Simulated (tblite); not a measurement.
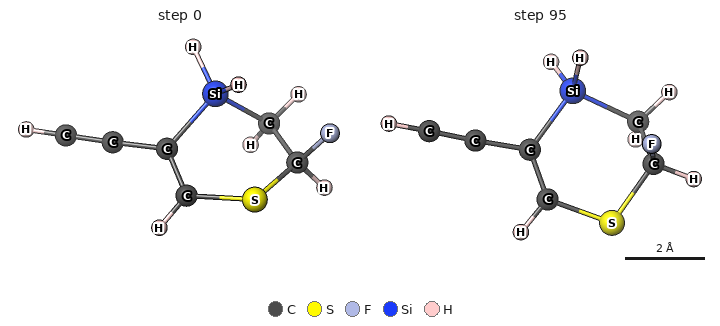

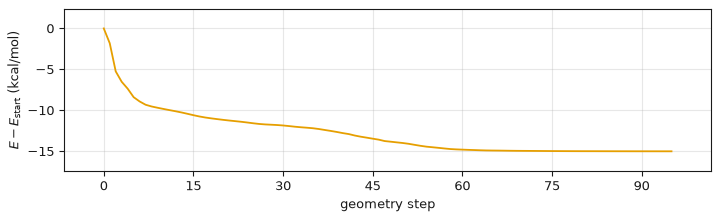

First and last geometry of a relaxation of C$_{6}$H$_{7}$FSSi, with the history of the run. Style: ball-and-stick. Shown at a tilt.

Method: tblite 0.8.0, GFN2-xTB geometry optimisation, gas phase. 

Q: What do the curves and the structures tell?

A: It converged. The F atom moves most after the best rigid fit: 1.20 Å. By element the largest moves are F 1.20 Å, S 1.14 Å, H 1.09 Å, C 0.73 Å, Si 0.43 Å. Among the contacts that change: S–Si 3.007 → 3.510 Å, C–H 1.129 → 1.089 Å, C–Si 1.873 → 1.909 Å, C–S 1.795 → 1.831 Å. Bond angles that change, for instance: S–C–H 124.7° → 109.6°, C–C–S 118.2° → 129.1°, C–S–C 115.3° → 105.0°. Groups turn about C–S by about 60°, C–S by about 50°, C–Si by about 45°. After 95 geometry steps the energy has fallen by 15.0 kcal/mol. The run took 1.4 s on 1 thread of Arm Neoverse N1, on a shared host.

```json
{"step": "0", "E − E(0), kcal/mol": "0.00"}
{"step": "1", "E − E(0), kcal/mol": "-1.81"}
{"step": "2", "E − E(0), kcal/mol": "-5.25"}
{"step": "3", "E − E(0), kcal/mol": "-6.52"}
{"step": "4", "E − E(0), kcal/mol": "-7.36"}
{"step": "5", "E − E(0), kcal/mol": "-8.40"}
{"step": "6", "E − E(0), kcal/mol": "-8.92"}
{"step": "7", "E − E(0), kcal/mol": "-9.32"}
{"step": "8", "E − E(0), kcal/mol": "-9.53"}
{"step": "9", "E − E(0), kcal/mol": "-9.69"}
{"step": "10", "E − E(0), kcal/mol": "-9.84"}
{"step": "14", "E − E(0), kcal/mol": "-10.43"}
{"step": "19", "E − E(0), kcal/mol": "-11.08"}
{"step": "23", "E − E(0), kcal/mol": "-11.40"}
{"step": "28", "E − E(0), kcal/mol": "-11.76"}
{"step": "32", "E − E(0), kcal/mol": "-12.01"}
{"step": "37", "E − E(0), kcal/mol": "-12.41"}
{"step": "41", "E − E(0), kcal/mol": "-12.90"}
{"step": "46", "E − E(0), kcal/mol": "-13.58"}
{"step": "50", "E − E(0), kcal/mol": "-13.99"}
{"step": "55", "E − E(0), kcal/mol": "-14.51"}
{"step": "59", "E − E(0), kcal/mol": "-14.77"}
{"step": "64", "E − E(0), kcal/mol": "-14.90"}
{"step": "68", "E − E(0), kcal/mol": "-14.94"}
{"step": "73", "E − E(0), kcal/mol": "-14.97"}
{"step": "77", "E − E(0), kcal/mol": "-14.99"}
{"step": "82", "E − E(0), kcal/mol": "-15.00"}
{"step": "86", "E − E(0), kcal/mol": "-15.00"}
{"step": "91", "E − E(0), kcal/mol": "-15.01"}
{"step": "95", "E − E(0), kcal/mol": "-15.01"}
```
